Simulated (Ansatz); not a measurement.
## Bands, cutoff and cost in G0W0 for Ba2CeSnO6 (Fm-3m)

Wanted: a G0W0 gap for Ba2CeSnO6 (Fm-3m) that is converged in bands and cutoff, or an estimate of the limit.

Main program and level: Ansatz 0.2.0; G0W0 on PBE, plane waves, PAW; PAW set soft_1.

In doubt: one-shot GW on d or f shells is unsure, so the values of those runs are not to be relied on.

## 1. The starting structure

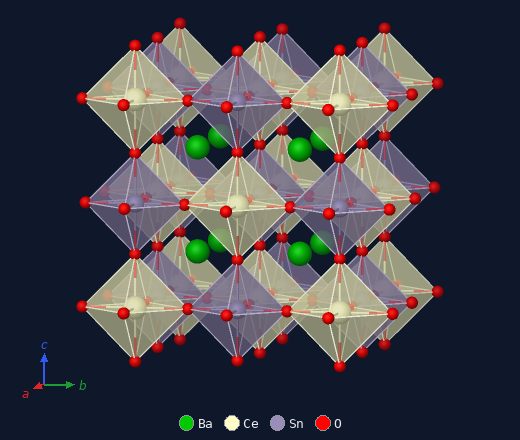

The starting structure, seen slightly off an axis (barium green, cerium light yellow, tin purple, oxygen red). This picture shows the conventional cell, with its axes. Some periodic images of atoms are drawn too.

As a file:

```cif
data_structure
_symmetry_space_group_name_H-M 'Fm-3m'
_symmetry_Int_Tables_number 225
_cell_length_a 8.6590
_cell_length_b 8.6590
_cell_length_c 8.6590
_cell_angle_alpha 90.000
_cell_angle_beta 90.000
_cell_angle_gamma 90.000
_cell_volume 649.23
loop_
_atom_site_label
_atom_site_type_symbol
_atom_site_symmetry_multiplicity
_atom_site_Wyckoff_symbol
_atom_site_fract_x
_atom_site_fract_y
_atom_site_fract_z
_atom_site_occupancy
Ba1 Ba 8 c 0.25000 0.75000 0.75000 1
Ce1 Ce 4 a 0.00000 0.00000 0.00000 1
Sn1 Sn 4 b 0.50000 0.00000 0.00000 1
O1 O 24 e 0.25787 0.00000 0.00000 1
```

The cell and positions are those that the Materials Project relaxed with its own functionals (PBE, PBE+U or r2SCAN), kept fixed. Spin-orbit coupling is left out unless a step names it.

## 2. 146 empty bands, screening to 54 eV

G0W0 replaces the xc potential by the self-energy, built once from these orbitals. Only a window of levels is corrected, while the sums run over the empty bands that the input names. This step takes PAW set soft_1 files.

input.yaml

```yaml
crystal:
  lattice:
    - [0.0, 4.32948904, 4.32948904]
    - [4.32948904, 0.0, 4.32948904]
    - [4.32948904, 4.32948904, 0.0]
  atoms:
    - { symbol: Ba, position: [0.25, 0.25, 0.25] }
    - { symbol: Ba, position: [0.75, 0.75, 0.75] }
    - { symbol: Ce, position: [0.0, 0.0, 0.0] }
    - { symbol: Sn, position: [0.5, 0.5, 0.5] }
    - { symbol: O, position: [0.74212518, 0.25787482, 0.25787482] }
    - { symbol: O, position: [0.25787482, 0.74212518, 0.74212518] }
    - { symbol: O, position: [0.25787482, 0.74212518, 0.25787482] }
    - { symbol: O, position: [0.74212518, 0.25787482, 0.74212518] }
    - { symbol: O, position: [0.25787482, 0.25787482, 0.74212518] }
    - { symbol: O, position: [0.74212518, 0.74212518, 0.25787482] }
kpoints:
  mp_grid: { grid: [4, 4, 4] }
hamiltonian:
  xc: pbe
  pseudopotentials: { kind: paw, azcp: { folder: soft_1 } }
scf:
  occupations: { method: fixed }
gw:
  n_empty_bands: 146
  ecut_chi: 54
  qp_bands: [v3, c3]
  qp_kpoints: band_edges
  screening: { model: contour_deformation }
```

Run with:

```sh
$ ansatz run input.yaml --threads 2 --pin off --max-ram 92160MiB --backend cuda --events-out ev --progress --plain --runs-dir out --devices 1 --max-vram 13GiB
```

Numbers of over 12 decimals in the logs are rounded to 6 here.

Output:

```text
GPUs: using 1 of 1 available (devices: 1).
Engine: ansatz 0.2.0, x86_64-unknown-linux-gnu
Pseudopotentials: kind: paw
Pseudopotential: Ba, paw, valence charge 10, recommended cutoff 420 eV (normal), soft_1/Ba.paw.azcp
Pseudopotential: Ce, paw, valence charge 12, recommended cutoff 420 eV (normal), soft_1/Ce.paw.azcp
Pseudopotential: Sn, paw, valence charge 14, recommended cutoff 420 eV (normal), soft_1/Sn.paw.azcp
Pseudopotential: O, paw, valence charge 6, recommended cutoff 420 eV (normal), soft_1/O.paw.azcp
Functional definition: PBE
  parameter kappa = 0.804
  parameter beta = 0.066725
  exchange = pbe_x(kappa = kappa, mu = beta*pi^2/3)
  correlation = pbe_c(beta = beta)
device memory: the entry about to start is reckoned to put 2.5 GiB on a device that reports 29.1 GiB free (of which the cap on the GPU budget leaves the run 13.0 GiB)
GPU FFT provider: cuFFT
GPU libraries: cuBLAS 13.8.2, cuFFT 12.4.0, cuSOLVER 12.3.4
Crystal: 10 atoms, lattice volume = 162.308 Å³
Basis set: ecut = 420 eV, 3143 PW (Γ)
Bands: 51, of which v1, the nominal top of the filled ones, is band 41 counted from 1 (40 counted from 0)
Symmetry: 48 space group operations
Space group: Fm-3m (ITA 225), of the structure as read, at distance tolerance 5.5e-5 Å
k-points: 8 of 64
Non-local potential: Ba, projectors of the file, l = 0: 3, l = 1: 2, l = 2: 2, l = 3: 2
Non-local potential: Ce, projectors of the file, l = 0: 3, l = 1: 2, l = 2: 2, l = 3: 3
Non-local potential: Sn, projectors of the file, l = 0: 2, l = 1: 2, l = 2: 2, l = 3: 1
Non-local potential: O, projectors of the file, l = 0: 2, l = 1: 2, l = 2: 1
PAW form: soft (Blöchl's): semilocal exchange-correlation on the pseudo side does not see the compensation charge
PAW one-centre angular grid: Ba, 194 points (default); XC on 64 Gauss nodes
PAW one-centre angular grid: Ce, 590 points (default); XC on 64 Gauss nodes
PAW one-centre angular grid: Sn, 590 points (default); XC on 64 Gauss nodes
PAW one-centre angular grid: O, 110 points (default); XC on 64 Gauss nodes
Initial density: superposition of atomic densities (chi_scale 0.1, normalization cell, long waves kept (reshape's long-wave potential 0.01 eV rms))
Initial wavefunctions: pseudopotential atomic-orbital guess
GPU buffer pool allocated for 91125 grid points (all kernels)
GPU transforms: local potential and band sums: pruned to the plane-wave sphere, on 45×45×45
Functional: x = pbe(κ = 0.804, μ = 0.219515), c = pbe(β = 0.066725)
SCF iter   1: F=—  HF=-27920.240201 eV  |F-HF|=—  |Δ(HF+E_count)|=         —  Δρ=1.18e-1  dr2=4.55e1  ethr=3.10e-3  ⟨swp⟩=4.1  Hψ=1467  notcnv=0  defer=35
preconditioner: auto → Resta (q_TF=auto, 2.435 Å⁻¹)  ε∞=6.3  [insulator: Δε(μ)=0.412 eV  Ē_g=11.069 eV  n_scr=50 (ndim 8)  ℏωp=25.4 eV  f_vac=0.000  ε∞_Penn≈6.3]
SCF iter   2: F=—  HF=-27922.312951 eV  |F-HF|=—  |Δ(HF+E_count)|=    2.07e0  Δρ=1.03e-1  dr2=1.87e1  ethr=3.10e-3  ⟨swp⟩=4.4  Hψ=1119  notcnv=0  defer=48
SCF iter   3: F=—  HF=-27917.691668 eV  |F-HF|=—  |Δ(HF+E_count)|=    4.62e0  Δρ=5.44e-2  dr2=5.28e0  ethr=3.10e-3  ⟨swp⟩=3.6  Hψ=991  notcnv=0  defer=37
SCF iter   4: F=—  HF=-27916.960114 eV  |F-HF|=—  |Δ(HF+E_count)|=   7.32e-1  Δρ=5.60e-2  dr2=9.56e0  ethr=3.10e-3  ⟨swp⟩=3.2  Hψ=1189  notcnv=0  defer=33
SCF iter   5: F=—  HF=-27916.639864 eV  |F-HF|=—  |Δ(HF+E_count)|=   3.20e-1  Δρ=4.58e-2  dr2=5.77e0  ethr=3.10e-3  ⟨swp⟩=2.0  Hψ=567  notcnv=0  defer=31
SCF iter   6: F=—  HF=-27916.212175 eV  |F-HF|=—  |Δ(HF+E_count)|=   4.28e-1  Δρ=6.31e-3  dr2=7.31e-2  ethr=3.10e-3  ⟨swp⟩=2.9  Hψ=633  notcnv=0  defer=44
SCF iter   7: F=—  HF=-27916.204341 eV  |F-HF|=—  |Δ(HF+E_count)|=   7.83e-3  Δρ=1.71e-3  dr2=7.12e-3  ethr=8.91e-5  ⟨swp⟩=2.6  Hψ=725  notcnv=0  defer=44
SCF iter   8: F=—  HF=-27916.204042 eV  |F-HF|=—  |Δ(HF+E_count)|=   2.98e-4  Δρ=8.27e-4  dr2=1.70e-3  ethr=8.69e-6  ⟨swp⟩=2.0  Hψ=406  notcnv=0  defer=58
SCF iter   9: F=—  HF=-27916.203889 eV  |F-HF|=—  |Δ(HF+E_count)|=   1.53e-4  Δρ=9.16e-5  dr2=1.65e-5  ethr=2.07e-6  ⟨swp⟩=2.0  Hψ=408  notcnv=0  defer=56
SCF iter  10: F=—  HF=-27916.203895 eV  |F-HF|=—  |Δ(HF+E_count)|=   6.30e-6  Δρ=7.98e-5  dr2=1.46e-5  ethr=2.01e-8  ⟨swp⟩=2.5  Hψ=716  notcnv=0  defer=27
SCF iter  11: F=—  HF=-27916.203894 eV  |F-HF|=—  |Δ(HF+E_count)|=   1.17e-6  Δρ=1.99e-5  dr2=9.64e-7  ethr=1.78e-8  ⟨swp⟩=1.0  Hψ=384  notcnv=0  defer=34
SCF iter  12: F=-27916.203894 eV  HF=-27916.203894 eV  |F-HF|=4.94e-8  |Δ(HF+E_count)|=   9.49e-8  Δρ=4.83e-6  dr2=5.04e-8  ethr=1.22e-10  ⟨swp⟩=11.2  Hψ=1891  notcnv=0
SCF 1 converged in 12 iterations: F = -27916.203894 eV  dr2 = 5.04e-8
  greatest PAW one-centre occupation: 0.996 electrons in one spin orbital (limit 2), on the Sn atom at site 3 (counted from 0), in its partial waves of l = 2
device memory: the entry about to start is reckoned to put 3.1 GiB on a device that reports 29.0 GiB free (of which the cap on the GPU budget leaves the run 13.0 GiB)
NSCF: frozen V_eff on 8 k-points
the band table was solved once the SCF had ended and its energy, with any forces and stress, was formed, with the checks that follow a solve (1721 applications of the Hamiltonian). They found nothing against the state; the energy, forces and stress were not computed again (output.eigenvalues in the input reference)
[...]
E_local      = -4200.162947  (includes V_loc(G=0)·N_el)
  E_nonlocal   = 742.681798
  E_hartree    = 1717.044081
  E_xc         = -1102.767668
  E_vxc        = -1062.492783  (∫ρ·V_xc dr)
  E_paw        = -21312.111722  (= ΣΔE_a)
  E_vpaw       = -752.042681  (= ΣTr[D̂ρ^β])
  E_aug_tail   = 0.004910  (compensation charges beyond the density's cutoff)
  E_ewald      = -5500.065685
  E_smearing   = -0.000000  (= −TS)
  E_closure    = -0.000000  (closes the sum)
  Σ components = -27916.203894   (vs F -27916.203894, Δ=0.00e0)
--- Band table (eV; the first three rows and the last of 8) ---
  k-point 0: bands = [... 37 lower, 8.1702, 8.9102, 8.9102, 8.9102, 11.0995, 11.4010, 11.4010, 11.4010, ... 6 higher]
  k-point 1: bands = [... 37 lower, 8.2074, 8.7290, 8.7290, 8.7409, 11.0995, 11.3765, 11.3765, 11.4278, ... 6 higher]
  k-point 2: bands = [... 37 lower, 8.3438, 8.3960, 8.7448, 8.7448, 11.0975, 11.3587, 11.3587, 11.3680, ... 6 higher]
  k-point 7: bands = [... 37 lower, 7.9956, 8.2058, 8.6771, 8.6771, 11.1038, 11.3581, 11.3818, 11.3818, ... 6 higher]
--- G₀W₀: contour deformation, 6 samples at zero and on the imaginary axis and 1 off it, 64 q-points, 146 empty bands' worth ---
  eigenvalues of the whole cell's RPA ε∞ on this k-mesh (on a slab, of 1 + 4πα/V) = 4.8182, 4.8182, 4.8182; static W/v taken at q = 0 is 0.207548
  bands read: the sum over 187 bands ends inside a degenerate multiplet in 1 slot, whose members it reads at an even weight; the widest, k=3: bands 187 to 188 (counted from 1) at 1/2 each
  gw.qp_kpoints: band_edges: 8 of 8 stored k-points solved, in 1 pass; an edge of the gap read off the rows below is read off those points alone
  `?` marks the rows in doubt; gw_qp.tsv's column doubts and the gw_qp event give each row's grounds
    ik  band        ε_KS         Σx   Σc(E_QP)       V_xc       Z   E_QP_lin       E_QP  E_QP is
     0    39      8.9102   -25.4862     5.0426   -20.2907  0.7283     8.7569     8.7574  root
     0    40      8.9102   -25.4862     5.0426   -20.2907  0.7283     8.7569     8.7574  root
     0    41      8.9102   -25.4862     5.0426   -20.2907  0.7283     8.7569     8.7574  root
     0    42     11.0995   -22.5623   -12.2048   -37.4897  0.5932    14.3621    13.8222  root ?
     0    43     11.4010   -23.5472   -11.4012   -37.6568  0.5957    14.6229    14.1094  root ?
     0    44     11.4010   -23.5472   -11.4012   -37.6568  0.5957    14.6229    14.1094  root ?
     1    39      8.7290   -25.2583     4.9126   -20.1993  0.7293     8.5822     8.5827  root
     1    40      8.7290   -25.2583     4.9126   -20.1993  0.7293     8.5822     8.5827  root
     1    41      8.7409   -25.3161     4.9708   -20.1976  0.7256     8.5928     8.5932  root
     1    42     11.0995   -22.5414   -12.1861   -37.4485  0.5934    14.3591    13.8206  root ?
     1    43     11.3765   -23.4786   -11.4571   -37.6564  0.5966    14.6145    14.0972  root ?
     1    44     11.3765   -23.4786   -11.4571   -37.6564  0.5966    14.6145    14.0972  root ?
     2    39      8.3960   -24.9141     5.1244   -19.5483  0.7223     8.1531     8.1545  root
     2    40      8.7448   -26.4045     4.2318   -22.3227  0.7383     8.8944     8.8948  root
     2    41      8.7448   -26.4045     4.2318   -22.3227  0.7383     8.8944     8.8948  root
     2    42     11.0975   -22.5069   -12.1652   -37.3919  0.5939    14.3542    13.8173  root ?
     2    43     11.3587   -23.4558   -11.4875   -37.6733  0.5971    14.6084    14.0886  root ?
     2    44     11.3587   -23.4558   -11.4875   -37.6733  0.5971    14.6084    14.0886  root ?
     3    39      8.5762   -25.0826     4.8797   -20.0548  0.7266     8.4276     8.4281  root
     3    40      8.5762   -25.0826     4.8797   -20.0548  0.7266     8.4276     8.4281  root
     3    41      8.8885   -25.4209     5.0395   -20.2198  0.7281     8.7265     8.7270  root
     3    42     11.1001   -22.5412   -12.1843   -37.4463  0.5934    14.3593    13.8208  root ?
     3    43     11.3800   -23.4782   -11.3873   -37.5810  0.5972    14.6084    14.0954  root ?
     3    44     11.3800   -23.4782   -11.3873   -37.5810  0.5972    14.6084    14.0954  root ?
     4    39      8.4166   -25.4855     4.5611   -20.9120  0.7269     8.4042     8.4042  root
     4    40      8.5621   -25.7779     4.5170   -21.2637  0.7359     8.5649     8.5649  root
     4    41      8.8017   -25.4986     4.9096   -20.4628  0.7306     8.6751     8.6754  root
     4    42     11.1015   -22.5430   -12.1755   -37.4382  0.5935    14.3591    13.8211  root ?
     4    43     11.3579   -23.4816   -11.4028   -37.6147  0.5984    14.6043    14.0881  root ?
     4    44     11.3674   -23.4861   -11.4559   -37.6684  0.5971    14.6119    14.0937  root ?
     5    39      8.5252   -24.9683     4.9353   -19.8566  0.7233     8.3482     8.3489  root
     5    40      8.6477   -25.1322     4.9049   -20.0700  0.7297     8.4900     8.4905  root
     5    41      8.7474   -26.4185     4.2386   -22.3319  0.7379     8.8990     8.8993  root
     5    42     11.1019   -22.5525   -12.1789   -37.4511  0.5934    14.3600    13.8218  root ?
     5    43     11.3548   -23.4682   -11.4530   -37.6547  0.5980    14.6072    14.0882  root ?
     5    44     11.3904   -23.5027   -11.4167   -37.6317  0.5962    14.6169    14.1027  root ?
     6    39      8.3235   -25.2504     4.6426   -20.5449  0.7267     8.2605     8.2607  root
     6    40      8.3235   -25.2504     4.6426   -20.5449  0.7267     8.2605     8.2607  root
     6    41      8.8675   -25.3583     5.0378   -20.1499  0.7279     8.6963     8.6969  root
     6    42     11.0989   -22.5107   -12.1662   -37.3963  0.5938    14.3554    13.8183  root ?
     6    43     11.3509   -23.4808   -11.3796   -37.5924  0.5989    14.5981    14.0829  root ?
     6    44     11.3509   -23.4808   -11.3796   -37.5924  0.5989    14.5981    14.0829  root ?
     7    39      8.2058   -25.8151     4.4087   -21.4384  0.7346     8.2377     8.2378  root
     7    40      8.6771   -25.2920     4.9361   -20.2023  0.7294     8.5229     8.5235  root
     7    41      8.6771   -25.2920     4.9361   -20.2023  0.7294     8.5229     8.5235  root
     7    42     11.1038   -22.5623   -12.1811   -37.4630  0.5932    14.3618    13.8234  root ?
     7    43     11.3581   -23.4226   -11.4109   -37.5581  0.5980    14.5975    14.0826  root ?
     7    44     11.3818   -23.5302   -11.4523   -37.7049  0.5965    14.6222    14.1042  root ?
[key lines of the parts left out:]
SCF converged after 12 iterations
Free energy (F): -27916.203894 eV
Fermi energy:    8.910226 eV
```

Run time: 14 s. Hardware: 1 × NVIDIA H100 80GB HBM3 (shared by 6 runs) with 2 threads of AMD EPYC 7R13 (Zen 3), shared host; peak memory 1.2 GiB.

In the SCF lines HF is the Harris–Foulkes energy and dr2 the Hartree energy of the density residual, in eV; the loop may stop once dr2 is under the threshold and the program's other checks hold. Hψ counts applications of the Hamiltonian.

This step gave:

```
bands summed                                 : 187
RPA ε∞ on this mesh (eigenvalues)            : 4.818, 4.818, 4.818
plane waves in the screening matrix          : 137
q-points in the mesh                         : 64
G0W0 gap on the mesh                         : 4.918 eV
k of the valence top                         : 0, 0.25, -0.25
k of the conduction bottom                   : 0, 0, -0.5
starting gap on the mesh                     : 2.187 eV
Z at the valence top                         : 0.7379
Z at the conduction bottom                   : 0.5939
least direct G0W0 gap on the computed points : 4.922 eV
```

The gap on the mesh goes from 2.19 eV to 4.92 eV, a correction of +2.73 eV, though a band edge has moved to another state. The program marks an edge row as in doubt.

## 3. 413 empty bands, screening to 108 eV

Another rung: the empty bands reach about as high as the screening cutoff, so the two stay in balance.

input.yaml, as its differences from that of step 2:

```diff
@@ -24,4 +24,4 @@
 gw:
-  n_empty_bands: 146
-  ecut_chi: 54
+  n_empty_bands: 413
+  ecut_chi: 108
   qp_bands: [v3, c3]
```

Output:

```text
GPUs: using 1 of 1 available (devices: 1).
[...]
GPU FFT provider: cuFFT
GPU libraries: cuBLAS 13.8.2, cuFFT 12.4.0, cuSOLVER 12.3.4
Crystal: 10 atoms, lattice volume = 162.308 Å³
Basis set: ecut = 420 eV, 3143 PW (Γ)
Bands: 51, of which v1, the nominal top of the filled ones, is band 41 counted from 1 (40 counted from 0)
Symmetry: 48 space group operations
[...]
k-points: 8 of 64
[...]
GPU buffer pool allocated for 91125 grid points (all kernels)
[...]
SCF iter   1: F=—  HF=-27920.240201 eV  |F-HF|=—  |Δ(HF+E_count)|=         —  Δρ=1.18e-1  dr2=4.55e1  ethr=3.10e-3  ⟨swp⟩=4.1  Hψ=1467  notcnv=0  defer=35
[...]
SCF iter  12: F=-27916.203894 eV  HF=-27916.203894 eV  |F-HF|=4.94e-8  |Δ(HF+E_count)|=   9.49e-8  Δρ=4.83e-6  dr2=5.04e-8  ethr=1.22e-10  ⟨swp⟩=11.2  Hψ=1891  notcnv=0
SCF 1 converged in 12 iterations: F = -27916.203894 eV  dr2 = 5.04e-8
[...]
NSCF: frozen V_eff on 8 k-points
[...]
G₀W₀ screening: q 1/8
[... further progress lines ...]
[...]
SCF converged after 12 iterations
Free energy (F): -27916.203894 eV
[...]
Internal energy: -27916.203894 eV  (E = F + TS)
E sigma→0 (E₀):  -27916.203894 eV
Fermi energy:    8.910226 eV
[...]
--- Band table (eV; the first three rows and the last of 8) ---
  k-point 0: bands = [... 37 lower, 8.1702, 8.9102, 8.9102, 8.9102, 11.0995, 11.4010, 11.4010, 11.4010, ... 6 higher]
  k-point 1: bands = [... 37 lower, 8.2074, 8.7290, 8.7290, 8.7409, 11.0995, 11.3765, 11.3765, 11.4278, ... 6 higher]
[...]
0    43     11.4010   -23.5472   -12.0409   -37.6568  0.5802    13.8907    13.4697  root ?
     0    44     11.4010   -23.5472   -12.0409   -37.6568  0.5802    13.8907    13.4697  root ?
     1    39      8.7290   -25.2583     4.6597   -20.1993  0.7222     8.3262     8.3297  root
     1    40      8.7290   -25.2583     4.6597   -20.1993  0.7222     8.3262     8.3297  root
     1    41      8.7409   -25.3161     4.7270   -20.1976  0.7185     8.3460     8.3494  root
     1    42     11.0995   -22.5414   -12.8073   -37.4485  0.5790    13.6333    13.1994  root ?
     1    43     11.3765   -23.4786   -12.0942   -37.6564  0.5811    13.8798    13.4602  root ?
     1    44     11.3765   -23.4786   -12.0942   -37.6564  0.5811    13.8798    13.4602  root ?
     2    39      8.3960   -24.9141     4.8995   -19.5483  0.7156     7.9242     7.9296  root
     2    40      8.7448   -26.4045     3.9094   -22.3227  0.7304     8.5719     8.5724  root
[...]
2    42     11.0975   -22.5069   -12.7853   -37.3919  0.5794    13.6291    13.1972  root ?
     2    43     11.3587   -23.4558   -12.1229   -37.6733  0.5818    13.8720    13.4533  root ?
[...]
6    41      8.8675   -25.3583     4.7970   -20.1499  0.7207     8.4525     8.4562  root
[...]
6    44     11.3509   -23.4808   -12.0122   -37.5924  0.5835    13.8632    13.4503  root ?
     7    39      8.2058   -25.8151     4.1022   -21.4384  0.7274     7.9297     7.9313  root
     7    40      8.6771   -25.2920     4.6798   -20.2023  0.7223     8.2635     8.2672  root
     7    41      8.6771   -25.2920     4.6798   -20.2023  0.7223     8.2635     8.2672  root
     7    42     11.1038   -22.5623   -12.8033   -37.4630  0.5788    13.6357    13.2012  root ?
     7    43     11.3581   -23.4226   -12.0441   -37.5581  0.5826    13.8632    13.4496  root ?
     7    44     11.3818   -23.5302   -12.0912   -37.7049  0.5810    13.8869    13.4653  root ?
```

Wall time 22 s (1 × NVIDIA H100 80GB HBM3 (shared by 6 runs) with 2 threads); peak memory 1.6 GiB; 34 s of CPU time.

Numbers from this step:

- bands summed: 454
- RPA ε∞ on this mesh (eigenvalues): 4.785, 4.785, 4.785
- plane waves in the screening matrix: 411
- q-points in the mesh: 64
- G0W0 gap on the mesh: 4.620 eV
- k of the valence top: 0, 0.25, -0.25
- k of the conduction bottom: 0, 0, -0.5
- starting gap on the mesh: 2.187 eV
- Z at the valence top: 0.7301
- Z at the conduction bottom: 0.5794
- least direct G0W0 gap on the computed points: 4.623 eV

Against the run with 4×4×4 mesh, 146 empty bands, screening to 54 eV, PAW set soft_1 files, the gap moves by −0.30 eV.

[end of part 1 of 2]

[Paths, hosts, dates, memory and timing lines, banners, echoed tables and standing remarks are left out of the program output.]

[Logs are printed without paths, hosts, clocks, repeated set-up lines and the standing remarks that a program may print on its own settings, such as how far it seeks lower states.]

[Runs of the session that timed out or met a known fault of the program may be left out.]

[Cells called generated may have been cut or substituted from an entry of the Crystallography Open Database or the Materials Project.]

[Hosts, paths, dates, database ids (printed as entryN), source tags and the programs' standing remarks are cut or masked in the printed files.]
